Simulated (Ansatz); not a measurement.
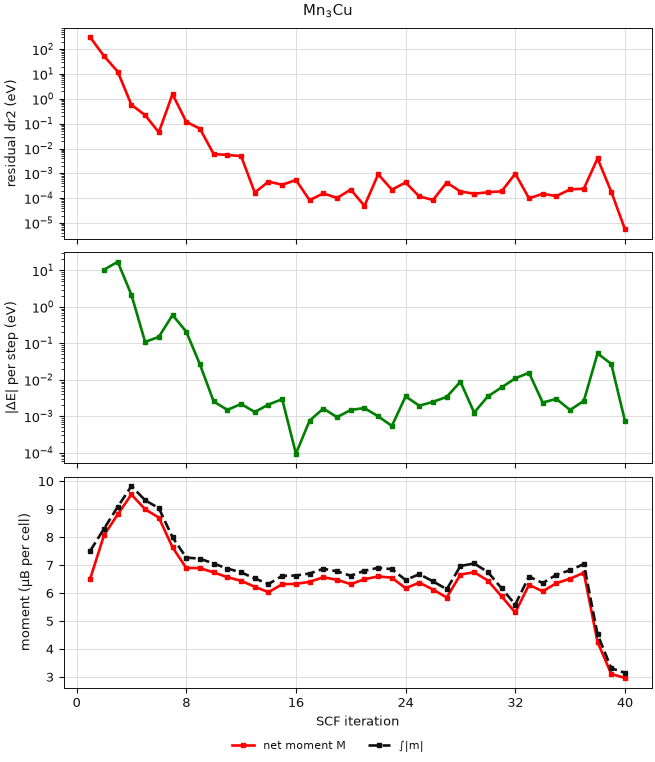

The plot shows the SCF iterations of a calculation: density residual dr2, step-to-step change of the Harris–Foulkes energy, magnetic moments. dr2 is the charge part; the magnetisation has a residual of its own.

Mn3Cu (Pm-3m, 4 atoms in the cell); Ansatz, DFT PBE, scalar-relativistic, plane waves, PAW; cutoff 420 eV, 12×12×12 k-mesh, Gaussian smearing of 0.1 eV, collinear spins.

> Was self-consistency reached?

It was still iterating, at step 40, when the time limit ended it. The residual goes from 300 at the first step to 6 × 10⁻⁶ at the last. After iteration 37 the program gave up density mixing and went on by direct minimisation of the free energy. The program keeps the magnetisation out of the quasi-Newton mixer until iteration 5 and then restarts the mixer with it.

> What is the residual at the start and at the end?

It starts near 300 and ends near 6 × 10⁻⁶ eV.

> What happens to the magnetisation?

The net moment doesn't settle. Over the last points it still swings between 3.0 and 6.7 μB per cell.
